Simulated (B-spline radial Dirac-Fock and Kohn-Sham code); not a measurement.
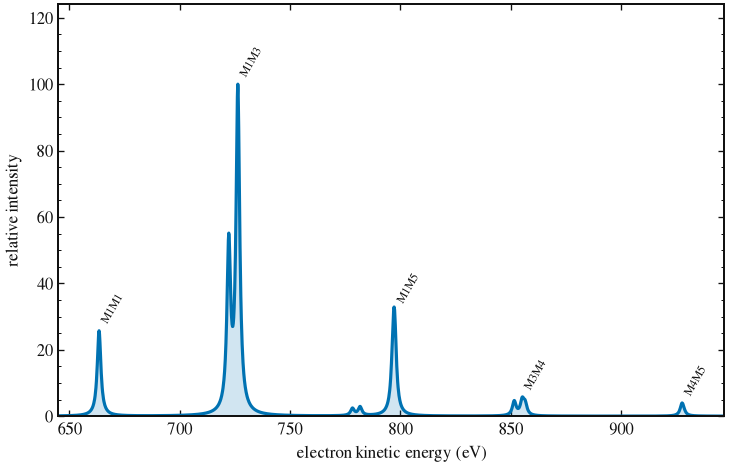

Auger groups that fill an L1 (2s) hole, broadened by 2.0 eV full width. Kinetic energies count from the vacuum level; very weak lines are left out. The figure is for Zn¹⁰⁺, configuration [Ar] 3d2. Computed with a B-spline radial code: independent-particle Coulomb rates on relativistic LDA orbitals, configuration-average energies from Dirac–Fock.

How wide is the L1 level from this decay?

Answer. The non-radiative width is 0.342 eV.

Which group is strongest?

Answer. L1-M1M3 at 726.4 eV, 42 % of the non-radiative width.
